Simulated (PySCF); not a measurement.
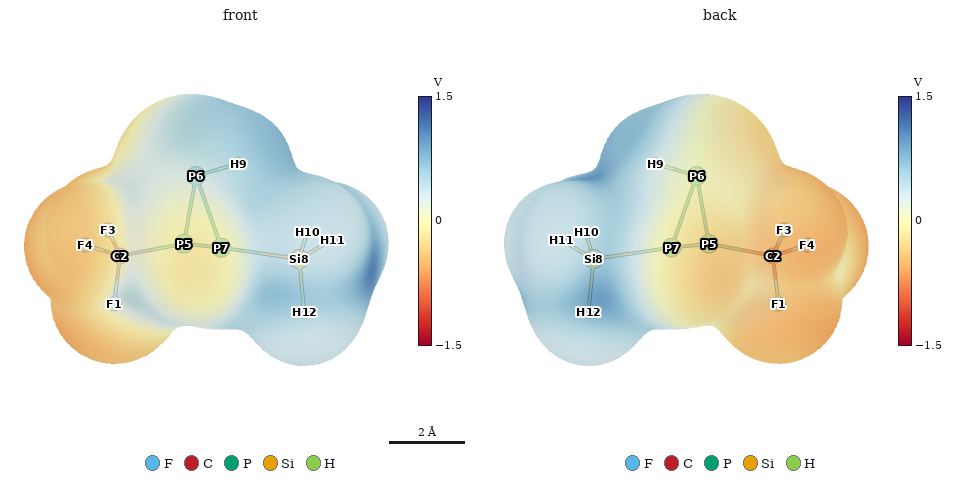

*CH$_{4}$F$_{3}$P$_{3}$Si. The electrostatic potential painted on the density surface at 0.001 e/bohr³, seen from the front and from behind; red is negative and blue positive.*

Geometry: GFN2-xTB.

Computed with CAM-B3LYP/def2-SVPD, SCF density, gas phase (PySCF).

```xyz
12

F    -2.2445   -2.0664   -0.0051
C    -2.3293   -0.7297    0.0019
F    -2.5709   -0.3514   -1.2608
F    -3.4214   -0.4155    0.7116
P    -0.7929    0.0339    0.7782
P    -0.5723    1.6116   -0.6858
P     0.4954   -0.2990   -0.9279
Si    2.4697   -0.0486    0.1683
H     0.3726    2.2964    0.0956
H     2.3873    0.9529    1.2390
H     3.4190    0.3788   -0.8593
H     2.7885   -1.3639    0.7182
```

Q: Which sites attract a positive test charge, and which a negative one?

A: A positive charge is drawn to the negative regions and a negative charge to the positive ones. The most negative region (about −0.6 V) lies over F1, F3 and F4, the most positive (about +1.1 V) over Si8.

Q: What dipole moment does the calculation give?

A: Its dipole moment is 3.27 D.
